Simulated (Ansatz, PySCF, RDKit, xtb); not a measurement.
**SiH3Cl: from the formula to a structure**

Only the formula SiH3Cl is given. Aim: find the structure of lowest free energy at 298.15 K, then its properties.

Plan: many cheap relaxations first (GFN2-xTB), then density-functional screening, relaxation at PBE0-D3(BJ)/def2-SVP, vibrations and a final energy. The numbers are computed, not measured.

1 further run of the same task is left out (for a known fault of the program).

## 1. Candidates

A program enumerates the bonding patterns with one Lewis structure each (two rings at most, one unusual centre or charged pair), with their diastereomers. O–O, O–halogen and N–halogen bonds and N–N–N chains are not drawn. That gives 1 candidate.

```
label    SMILES     spin
 c332  [SiH3]Cl  singlet
```

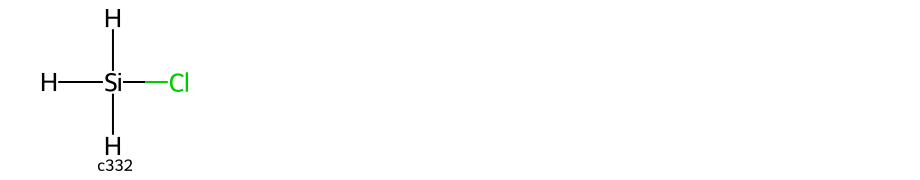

Structural formulas of the candidates.

Candidates are built by distance geometry, with a force field where one applies, in up to four conformers (letters a to d). 9 starts with atoms placed at random are added, to find patterns that the rules miss.

## 2. Cheap relaxation of all starts

All 10 starts are relaxed the same way. One of them, c181 (atoms placed at random), in full:

Input file start.xyz:

```xyz
5
c181
Cl    -0.047270     0.425390     1.181800
Si     1.479850    -0.510450    -0.973920
H     -0.908170     0.273580     0.364500
H      0.730030     0.624390    -1.331920
H      0.477590    -0.851640     1.685090
```

Command:

```
$ xtb start.xyz --gfn 2 --opt
```

Standard output (excerpt; [...] marks lines left out):

```text
* xtb version 6.7.1
[...]
          :  # basis functions                  23          :
[...]
          :  # electrons                        14          :
[...]
          :  Hamiltonian                  GFN2-xTB          :
[...]
          :  net charge                          0          :
          :  unpaired electrons                  0          :
[...]
   *** convergence criteria satisfied after 31 iterations ***
[...]
   *** GEOMETRY OPTIMIZATION CONVERGED AFTER 44 ITERATIONS ***
[...]
   *** convergence criteria satisfied after 3 iterations ***
[...]
         ::                     SUMMARY                     ::
         :::::::::::::::::::::::::::::::::::::::::::::::::::::
         :: total energy              -7.727393079490 Eh    ::
         :: gradient norm              0.000482689432 Eh/a0 ::
         :: HOMO-LUMO gap              2.248775257101 eV    ::
         ::.................................................::
         :: SCC energy                -7.747800848008 Eh    ::
         :: -> isotropic ES            0.012435551270 Eh    ::
         :: -> anisotropic ES         -0.005774973493 Eh    ::
         :: -> anisotropic XC         -0.016484780405 Eh    ::
         :: -> dispersion             -0.002090324538 Eh    ::
         :: repulsion energy           0.020407768518 Eh    ::
         :: add. restraining           0.000000000000 Eh    ::
         :: total charge              -0.000000000000 e     ::
         :::::::::::::::::::::::::::::::::::::::::::::::::::::
[...]
         7        2.0000           -0.3340054              -9.0887 (HOMO)
         8                         -0.2513644              -6.8400 (LUMO)
[...]
     #   Z          covCN         q      C6AA      α(0)
     1  17 Cl       0.843    -0.369   111.050    16.121
     2  14 Si       1.815     0.295   189.168    29.229
     3   1 H        0.843     0.329     0.635     1.249
     4   1 H        0.913    -0.115     6.105     3.865
     5   1 H        0.903    -0.141     7.236     4.208
[...]
     #   Z sym  total        # sym  WBO       # sym  WBO       # sym  WBO
 ---------------------------------------------------------------------------
     1  17 Cl   0.866 --     3 H    0.826
     2  14 Si   1.910 --     4 H    0.957     5 H    0.898
     3   1 H    0.892 --     1 Cl   0.826
     4   1 H    0.987 --     2 Si   0.957
     5   1 H    0.980 --     2 Si   0.898
 ---------------------------------------------------------------------------
[...]
molecular dipole:
                 x           y           z       tot (Debye)
 q only:        0.836      -1.115      -0.815
   full:        0.341      -0.302      -0.343       1.449
molecular quadrupole (traceless):
[...]
          | TOTAL ENERGY               -7.727393079490 Eh   |
          | GRADIENT NORM               0.000482689432 Eh/α |
          | HOMO-LUMO GAP               2.248775257101 eV   |
           -------------------------------------------------
[...]
```

Run time: 0.19 s. Hardware: 1 thread of AMD EPYC 7R43 (Zen 3), shared host.

## 3. What the search left

10 of the 10 relaxations converged; 4 ended on a minimum already found. 6 distinct structures remain:

```
label             start        SMILES after     spin  energy (kcal/mol)        note
c332a  drawn and random            [SiH3]Cl  singlet                0.0            
 c960            random  [H][H].[SiH][Cl] ‡  singlet               59.1  fell apart
 c612            random      [ClH].[SiH2] ‡  singlet               81.0  fell apart
 c181            random      [ClH].[SiH2] ‡  singlet               81.0  fell apart
 c018            random      [ClH].[SiH2] ‡  singlet               82.2  fell apart
 c153            random      [ClH].[SiH2] ‡  singlet               82.3  fell apart
```

‡ marks the bonded skeleton alone, with all bonds drawn single: no Lewis structure was assigned that passes a check against the bond lengths.

## 4. Second filter: single points

A choice of the minima (the low ones first, few conformers of a pattern, up to a cap) and the lowest that fell apart get a single point at r2SCAN-D4/def2-SVP on the tight-binding geometry, and one at HF/STO-3G for comparison. The lowest singlets are also tried as triplets at the same geometry (label ending in t). The first, c332a:

Input file input.yaml:

```yaml
basis:
  gaussian: {orbitals: def2-SVP}
crystal:
  periodic: [false, false, false]
  atoms:
    - symbol: Cl
      position_ang: [1.608231, -1.452603, -1.870443]
    - symbol: Si
      position_ang: [-0.305499, -0.958908, -2.237742]
    - symbol: H
      position_ang: [-1.089004, -2.187380, -2.300003]
    - symbol: H
      position_ang: [-0.354871, -0.249164, -3.510812]
    - symbol: H
      position_ang: [-0.769784, -0.103585, -1.151735]
hamiltonian: {xc: {name: r2SCAN}, dispersion: d4}
total_charge: 0
magnetization: {spin_polarized: false}
scf: {lower_state_search: "off"}
```

Command:

```
$ ansatz run input.yaml --threads 1 --pin off --max-ram 2610MiB --events-out events.jsonl --progress --plain --runs-dir runs
```

Standard output:

```text
Warning: RAYON_NUM_THREADS=1 ignored (pool sized by the plan → 1); use --threads N
Functional definition: r2SCAN
  name "r2SCAN"
  parameter k0 = 0.174
  parameter k1 = 0.065
  parameter a1 = 4.9479
  exchange = r2scan_x(k0 = k0, k1 = k1, a1 = a1)
  correlation = r2scan_c
these checks for a lower state are left out or cut short: stability, starts, cluster_reference, orbital_swaps, neighbouring_geometries, increment
565 factors; their error is unknown
mean field evaluation 1: about -20441.7718 eV, gradient 9.4e0 eV
mean field evaluation 2: about -20442.0435 eV, gradient 4.0e0 eV
mean field evaluation 4: about -20442.0935 eV, gradient 3.2e-1 eV
mean field evaluation 8: about -20442.0476 eV, gradient 6.1e-3 eV
mean field -20442.04755492 eV, -751.2313915257 hartree, gradient 4.5e-6 eV, S^2 0.000000; 0 other end points of the search recorded, 0 dependent functions left out
reference -20442.04756176 eV, -751.2313917773 hartree; 17, 17 occupied and 34, 34 virtual orbitals, 565 factors
Total energy: -20442.06386060 eV, -751.2319907486 hartree
Checks for a lower state left out: stability, starts, cluster_reference, orbital_swaps, neighbouring_geometries, increment
```

Run time: 1.1 s. Hardware: 1 thread of AMD EPYC 7R43 (Zen 3), shared host.

Relative energies in kcal/mol, each column from its lowest structure that stays in one piece:

```
 label              SMILES     spin  GFN2-xTB  HF/STO-3G  r2SCAN-D4/def2-SVP
 c332a            [SiH3]Cl  singlet       0.0        0.0                 0.0
  c960  [H][H].[SiH][Cl] ‡  singlet      59.1       66.9                55.6
c332at            [SiH3]Cl  triplet         –          –               168.9
```

‡ marks the bonded skeleton alone, with all bonds drawn single: no Lewis structure was assigned that passes a check against the bond lengths.

## 5. Third filter: density-functional geometries

2 candidates are relaxed at PBE0-D3(BJ)/def2-SVP (chosen among the lowest in one piece, with other spins of them). The first, c332a:

Edit input.yaml of step 4 so:

```diff
@@ -1,3 +1 @@
-basis:
-  gaussian: {orbitals: def2-SVP}
 crystal:
@@ -15,5 +13,6 @@
       position_ang: [-0.769784, -0.103585, -1.151735]
-hamiltonian: {xc: {name: r2SCAN}, dispersion: d4}
-total_charge: 0
-magnetization: {spin_polarized: false}
+basis:
+  gaussian: {orbitals: def2-SVP}
+hamiltonian: {xc: {name: PBE0}, dispersion: d3bj}
 scf: {lower_state_search: "off"}
+relax: {f_tol: 0.003}
```

Command:

```
$ ansatz run input.yaml --threads 1 --pin off --max-ram 2610MiB --events-out events.jsonl --progress --plain --runs-dir runs
```

Standard output (excerpt; [...] marks lines left out):

```text
Warning: RAYON_NUM_THREADS=1 ignored (pool sized by the plan → 1); use --threads N
[...]
Functional definition: PBE0
  name "PBE0"
[...]
507 factors; integrals over basis functions are off by at most 4.0e-4 eV
[...]
mean field -20436.05798597 eV, -751.0112789267 hartree, gradient 5.9e-6 eV, S^2 0.000000; 0 other end points of the search recorded, 0 dependent functions left out
[...]
reference -20436.05800529 eV, -751.0112796367 hartree; 17, 17 occupied and 34, 34 virtual orbitals, 507 factors
relax step   1: F+E_penalty+E_count = -20436.12972075 eV  Δ(F+E_penalty+E_count) = +0.000e0 eV  max|allowed force component| = 1.260e0 eV/Å  Δτ_max = 0.0000 Å  (10 SCF iters, accepted)
[...]
relax step   4: F+E_penalty+E_count = -20436.19683230 eV  Δ(F+E_penalty+E_count) = -5.538e-5 eV  max|allowed force component| = 1.425e-2 eV/Å  Δτ_max = 0.0025 Å  (11 SCF iters, accepted)
[...]
relax step   5: F+E_penalty+E_count = -20436.19683695 eV  Δ(F+E_penalty+E_count) = -4.649e-6 eV  max|allowed force component| = 1.334e-4 eV/Å  Δτ_max = 0.0006 Å  (8 SCF iters, accepted)
Total energy: -20436.19685650 eV, -751.0163823246 hartree
Atom 0 at     1.667562    -1.468480    -1.859121 Å, force    -0.000057     0.000014    -0.000011 eV/Å
Atom 1 at    -0.300603    -0.959719    -2.236875 Å, force    -0.000090     0.000025    -0.000019 eV/Å
Atom 2 at    -1.115659    -2.203920    -2.303560 Å, force     0.000085     0.000125     0.000008 eV/Å
Atom 3 at    -0.370047    -0.233747    -3.534928 Å, force     0.000010    -0.000075     0.000133 eV/Å
Atom 4 at    -0.792180    -0.085775    -1.136251 Å, force     0.000052    -0.000090    -0.000111 eV/Å
Dipole moment:    -0.274349     0.070915    -0.052656 e Å
Checks for a lower state left out: stability, starts, cluster_reference, orbital_swaps, neighbouring_geometries, increment
```

Wall time 4.2 s (1 thread of AMD EPYC 7R43 (Zen 3), shared host).

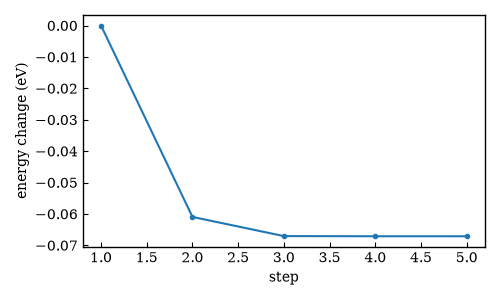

Energy along the run, all evaluated steps.

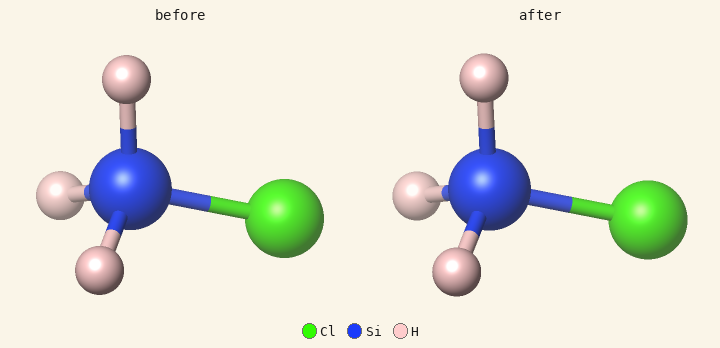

Before and after, at one scale.

After the run. Bond lengths: Cl1–Si2 2.068 Å, Si2–H3 1.489 Å, Si2–H4 1.489 Å, Si2–H5 1.489 Å. Angles: Cl1–Si2–H3 108.9°, Cl1–Si2–H4 108.9°, Cl1–Si2–H5 108.9°, H3–Si2–H4 110.1°, H3–Si2–H5 110.1°, H4–Si2–H5 110.1°.

## 6. The relaxed candidates

```
 label     spin  r2SCAN-D4/def2-SVP (kcal/mol)  PBE0-D3(BJ)/def2-SVP, relaxed (kcal/mol)     time                    note
 c332a  singlet                            0.0                                       0.0    4.2 s                        
c332at  triplet                          168.9                                      92.0  2.7 min  fell apart (Cl.[SiH2])
```

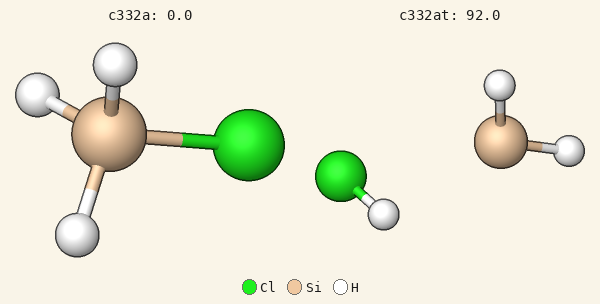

The relaxed structures, with energies at PBE0-D3(BJ)/def2-SVP in kcal/mol.

## 7. Vibrations and thermal terms

The lowest few in one piece go on as finalists (c332at drops out). Harmonic vibrations at PBE0-D3(BJ)/def2-SVP test each finalist and give the zero-point energy and the thermal terms. The first, c332a:

Input file input.yaml:

```yaml
crystal:
  periodic: [false, false, false]
  atoms:
    - {symbol: Cl, position_ang: [1.667562, -1.468480, -1.859121]}
    - {symbol: Si, position_ang: [-0.300603, -0.959719, -2.236875]}
    - {symbol: H, position_ang: [-1.115659, -2.203920, -2.303560]}
    - {symbol: H, position_ang: [-0.370047, -0.233747, -3.534928]}
    - {symbol: H, position_ang: [-0.792180, -0.085775, -1.136251]}
basis:
  gaussian:
    orbitals: def2-SVP
hamiltonian:
  xc: {name: PBE0}
  dispersion: d3bj
phonons: {}
scf:
  lower_state_search: off
```

Command:

```
$ ansatz run input.yaml --threads 1 --pin off --max-ram 2610MiB --events-out events.jsonl --progress --plain --runs-dir runs
```

Standard output (excerpt; [...] marks lines left out):

```text
Warning: RAYON_NUM_THREADS=1 ignored (pool sized by the plan → 1); use --threads N
[... 2 set-up lines as earlier in the session ...]
[...]
511 factors; integrals over basis functions are off by at most 1.2e-4 eV
[...]
mean field -20436.12572316 eV, -751.0137682224 hartree, gradient 9.5e-6 eV, S^2 0.000000; 0 other end points of the search recorded, 0 dependent functions left out
[...]
reference -20436.12574270 eV, -751.0137689407 hartree; 17, 17 occupied and 34, 34 virtual orbitals, 511 factors
[...]
511 factors; integrals over basis functions are off by at most 1.2e-4 eV
[...]
mean field -20436.12568446 eV, -751.0137668003 hartree, gradient 1.2e-6 eV, S^2 0.000000; 0 other end points of the search recorded, 0 dependent functions left out
[...]
reference -20436.12570401 eV, -751.0137675188 hartree; 17, 17 occupied and 34, 34 virtual orbitals, 511 factors
[...]
mean field -20436.12568084 eV, -751.0137666672 hartree, gradient 1.7e-6 eV, S^2 0.000000; 0 other end points of the search recorded, 0 dependent functions left out
[...]
reference -20436.12570039 eV, -751.0137673856 hartree; 17, 17 occupied and 34, 34 virtual orbitals, 511 factors
Total energy: -20436.19685643 eV, -751.0163823222 hartree
Atom 0 at     1.667562    -1.468480    -1.859121 Å, force    -0.000050     0.000013    -0.000010 eV/Å
Atom 1 at    -0.300603    -0.959719    -2.236875 Å, force    -0.000099     0.000024    -0.000019 eV/Å
Atom 2 at    -1.115659    -2.203920    -2.303560 Å, force     0.000085     0.000122     0.000007 eV/Å
Atom 3 at    -0.370047    -0.233747    -3.534928 Å, force     0.000011    -0.000072     0.000128 eV/Å
Atom 4 at    -0.792180    -0.085775    -1.136251 Å, force     0.000053    -0.000087    -0.000107 eV/Å
Dipole moment:    -0.274348     0.070915    -0.052656 e Å
Vibrations: 558.28 660.45 660.47 941.27 941.27 960.32 2256.27 2266.73 2266.74 cm⁻¹, zero-point energy 0.713640 eV
Checks for a lower state left out: stability, starts, cluster_reference, orbital_swaps, neighbouring_geometries, increment
```

It took 13 s on 1 thread of AMD EPYC 7R43 (Zen 3), shared host.

## 8. Thermal terms of the finalists

At 298.15 K and 1 atm, ideal gas, rigid rotor and harmonic oscillator:

```
label    SMILES     spin  point group  lowest mode (cm⁻¹)  zero-point (kcal/mol)  G − E (kcal/mol)
c332a  [SiH3]Cl  singlet          C3v                 558                   16.5               1.3
```

## 9. Energies at the top level

Single points at CCSD(T)/def2-TZVPP on the refined geometries decide the order.

c332a, CCSD(T)/def2-TZVPP:

Edit input.yaml of step 7 so:

```diff
@@ -9,9 +9,3 @@
 basis:
-  gaussian:
-    orbitals: def2-SVP
-hamiltonian:
-  xc: {name: PBE0}
-  dispersion: d3bj
-phonons: {}
-scf:
-  lower_state_search: off
+  gaussian: {orbitals: def2-TZVPP}
+correlation: {method: ccsd_t, frozen_orbitals: {Si: 5, Cl: 5, H: 0}}
```

Command:

```
$ ansatz run input.yaml --threads 1 --pin off --max-ram 2610MiB --events-out events.jsonl --progress --plain --runs-dir runs
```

Standard output (excerpt; [...] marks lines left out):

```text
Warning: RAYON_NUM_THREADS=1 ignored (pool sized by the plan → 1); use --threads N
Functional definition: HF
  name "HF"
[...]
717 factors; integrals over basis functions are off by at most 7.9e-4 eV
[...]
mean field -20415.28476542 eV, -750.2478771521 hartree, gradient 2.3e-6 eV, S^2 0.000000; 0 other end points of the search recorded, 0 dependent functions left out
10 core orbitals not correlated: weight in the atoms' cores, before any rotation towards them, 1.000 or more for the frozen orbitals, at most 0.000 for the correlated occupied ones
reference -20415.28476542 eV, -750.2478771521 hartree; 7, 7 occupied and 109, 109 virtual orbitals, 717 factors
second order -8.72201595 eV of doubles, -0.00000000 eV of singles
cycle   1  -9.46550818 eV  change   -7.4e-1 eV  update   6.2e-2
[...]
cycle   8  -9.76002906 eV  change   -1.2e-5 eV  update   1.1e-5
perturbative correction -0.34698098 eV, -0.0127513157 hartree
Total energy: -20425.39177546 eV, -750.6193029203 hartree
```

It took 5.7 s on 1 thread of AMD EPYC 7R43 (Zen 3), shared host; peak memory 0.43 GiB.

## 10. The ranking

Energies in kcal/mol from c332a; G adds the thermal terms to the CCSD(T)/def2-TZVPP energy. The columns left of the relaxed level are at the tight-binding geometries.

```
label    SMILES     spin  GFN2-xTB  HF/STO-3G  r2SCAN-D4/def2-SVP  PBE0-D3(BJ)/def2-SVP  HF/def2-TZVPP  MP2/def2-TZVPP  CCSD(T)/def2-TZVPP    G  share at equilibrium     T1
c332a  [SiH3]Cl  singlet       0.0        0.0                 0.0                   0.0            0.0             0.0                 0.0  0.0               100.0 %  0.009
```

Lowest found: c332a, `[SiH3]Cl`, a singlet of point group C3v. Bond lengths: Cl1–Si2 2.068 Å, Si2–H3 1.489 Å, Si2–H4 1.489 Å, Si2–H5 1.489 Å. Angles: Cl1–Si2–H3 108.9°, Cl1–Si2–H4 108.9°, Cl1–Si2–H5 108.9°, H3–Si2–H4 110.1°, H3–Si2–H5 110.1°, H4–Si2–H5 110.1°.

```xyz
5

Cl    1.6676   -1.4685   -1.8591
Si   -0.3006   -0.9597   -2.2369
H    -1.1157   -2.2039   -2.3036
H    -0.3700   -0.2337   -3.5349
H    -0.7922   -0.0858   -1.1363
```

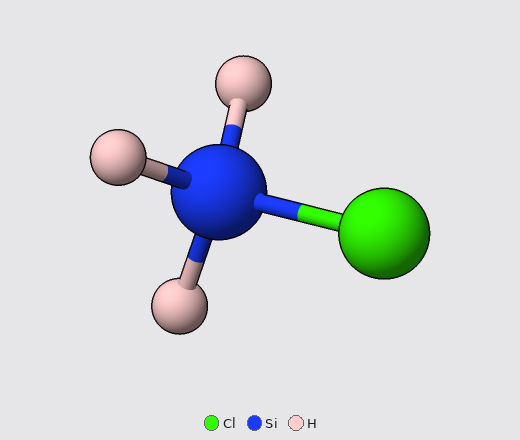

The lowest structure found, seen from a chosen angle (chlorine green, silicon blue, hydrogen pink).

## 11. Density, orbitals and dipole (PBE0/def2-TZVPD)

Edit input.yaml of step 9 so:

```diff
@@ -9,3 +9,6 @@
 basis:
-  gaussian: {orbitals: def2-TZVPP}
-correlation: {method: ccsd_t, frozen_orbitals: {Si: 5, Cl: 5, H: 0}}
+  gaussian:
+    orbitals: def2-TZVPD
+hamiltonian:
+  xc: pbe0
+output: {forces: true, orbitals: {seedname: orbitals}}
```

Command:

```
$ ansatz run input.yaml --threads 1 --pin off --max-ram 2610MiB --events-out events.jsonl --progress --plain --runs-dir runs
```

Standard output (excerpt; [...] marks lines left out):

```text
Warning: RAYON_NUM_THREADS=1 ignored (pool sized by the plan → 1); use --threads N
[... 2 set-up lines as earlier in the session ...]
[...]
757 factors; their error is unknown
[...]
mean field -20443.35270986 eV, -751.2793550851 hartree, gradient 3.9e-5 eV, S^2 0.000000; 0 other end points of the search recorded, 0 dependent functions left out
[...]
reference -20443.35274768 eV, -751.2793564751 hartree; 17, 17 occupied and 99, 99 virtual orbitals, 757 factors
Total energy: -20443.35274768 eV, -751.2793564751 hartree
Atom 0 at     1.667562    -1.468480    -1.859121 Å, force    -0.245845     0.063555    -0.047186 eV/Å
Atom 1 at    -0.300603    -0.959719    -2.236875 Å, force    -0.005943     0.001545    -0.001141 eV/Å
Atom 2 at    -1.115659    -2.203920    -2.303560 Å, force     0.116724     0.103742     0.014142 eV/Å
Atom 3 at    -0.370047    -0.233747    -3.534928 Å, force     0.048108    -0.077612     0.127461 eV/Å
Atom 4 at    -0.792180    -0.085775    -1.136251 Å, force     0.086955    -0.091230    -0.093276 eV/Å
Dipole moment:    -0.257543     0.066572    -0.049431 e Å
```

Wall time 2.9 s (1 thread of AMD EPYC 7R43 (Zen 3), shared host).

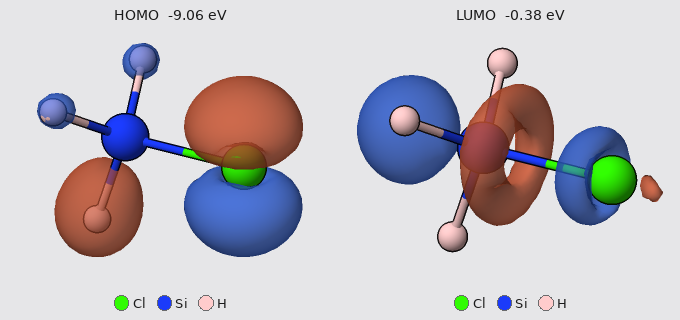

Frontier orbitals of this run, surfaces at ±0.2 Å^-3/2.

## 12. Frequencies after a tight-binding relaxation (GFN2-xTB)

Input file start.xyz:

```xyz
5
c332a
Cl     1.667562    -1.468480    -1.859121
Si    -0.300603    -0.959719    -2.236875
H     -1.115659    -2.203920    -2.303560
H     -0.370047    -0.233747    -3.534928
H     -0.792180    -0.085775    -1.136251
```

Command:

```
$ xtb start.xyz --gfn 2 --ohess tight
```

Standard output (excerpt; [...] marks lines left out):

```text
* xtb version 6.7.1
[...]
          :  # basis functions                  23          :
[...]
          :  # electrons                        14          :
[...]
          :  Hamiltonian                  GFN2-xTB          :
[...]
          :  net charge                          0          :
          :  unpaired electrons                  0          :
[...]
   *** convergence criteria satisfied after 12 iterations ***
[...]
   *** GEOMETRY OPTIMIZATION CONVERGED AFTER 5 ITERATIONS ***
[...]
   *** convergence criteria satisfied after 3 iterations ***
[...]
         ::                     SUMMARY                     ::
         :::::::::::::::::::::::::::::::::::::::::::::::::::::
         :: total energy              -7.856509264655 Eh    ::
         :: gradient norm              0.000281692024 Eh/a0 ::
         :: HOMO-LUMO gap              6.093791970741 eV    ::
         ::.................................................::
         :: SCC energy                -7.892790483856 Eh    ::
         :: -> isotropic ES            0.017050606561 Eh    ::
         :: -> anisotropic ES          0.001313269397 Eh    ::
         :: -> anisotropic XC          0.002569379994 Eh    ::
         :: -> dispersion             -0.002224502540 Eh    ::
         :: repulsion energy           0.036281219201 Eh    ::
         :: add. restraining           0.000000000000 Eh    ::
         :: total charge              -0.000000000000 e     ::
         :::::::::::::::::::::::::::::::::::::::::::::::::::::
[...]
         7        2.0000           -0.4270018             -11.6193 (HOMO)
         8                         -0.2030589              -5.5255 (LUMO)
[...]
     #   Z          covCN         q      C6AA      α(0)
     1  17 Cl       0.804    -0.248   106.901    15.817
     2  14 Si       3.563     0.477    99.311    19.178
     3   1 H        0.920    -0.076     4.804     3.428
Molecule has the following symmetry elements: (C3) 3*(sigma)
It seems to be the C3v point group
     4   1 H        0.920    -0.076     4.804     3.428
     5   1 H        0.920    -0.076     4.804     3.428
[...]
          | TOTAL ENERGY               -7.856509264656 Eh   |
          | TOTAL ENTHALPY             -7.827141037566 Eh   |
          | TOTAL FREE ENERGY          -7.855926270407 Eh   |
          | GRADIENT NORM               0.000281925310 Eh/α |
[...]
```

It took 0.14 s on 1 thread of AMD EPYC 7R43 (Zen 3), shared host.

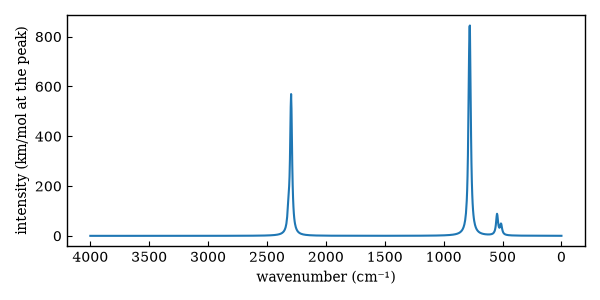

Harmonic infrared spectrum, unscaled, lines broadened by 10 cm⁻¹.

[end of part 1 of 2]
